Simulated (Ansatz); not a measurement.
Cost and result by functional for the adsorption energy of NH3 on the 1x1 (110) surface of zinc-blende GaAs (cut with top plane As + Ga), one in a 2x1 cell, started at the site 'hollow As-As-Ga-Ga', in Ansatz (plane waves, PAW). Single points on the PBE structure, on one kind of machine; costs are rough ratios of the slab run's core time (references not counted) to the cheapest single point. r2SCAN's cost holds its higher cutoff (500 against 420 eV). Differences are taken against HSE06 for comparison alone: no measured value is at hand, so the table doesn't rank accuracy. HSE06 ran on a coarser k-mesh, which lowers its cost and may carry part of its shift.

Host crystal: zinc-blende GaAs, with a band gap (PBE, scalar-relativistic without spin-orbit coupling).

Slab: 24 atoms, 8.6 Å thick at the start under the adsorbate (thin: gaps and levels are the slab's own); k 3x4x1, smearing 0.01 eV, dipole-corrected; 8 atoms held, the rest relaxed; no symmetry held; no spin, no spin-orbit, no U, no dispersion correction. At the end it is bonded to Ga. In PBE it is, or lies within 0.03 eV of, the lowest of the starts that converged. These notes are the PBE run's. Adsorption energies are against NH3(g). A negative adsorption energy means that the adsorbate is more stable on the surface than in its reference.

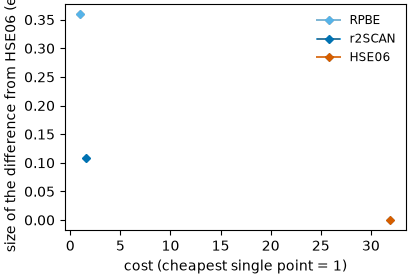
*Difference from HSE06 against cost*

```csv
functional,relative cost,adsorption energy (eV),less HSE06 (eV)
RPBE,1,-0.69,0.36
r2SCAN,2,-1.16,-0.11
HSE06,30,-1.05,0.00
PBE (the relaxed run's value),–,-0.94,0.11
```

The values span 0.47 eV, while the single points' costs differ by a factor of roughly 30. Differences are of unrounded values.

Ansatz is a quantum-chemistry and plane-wave program.
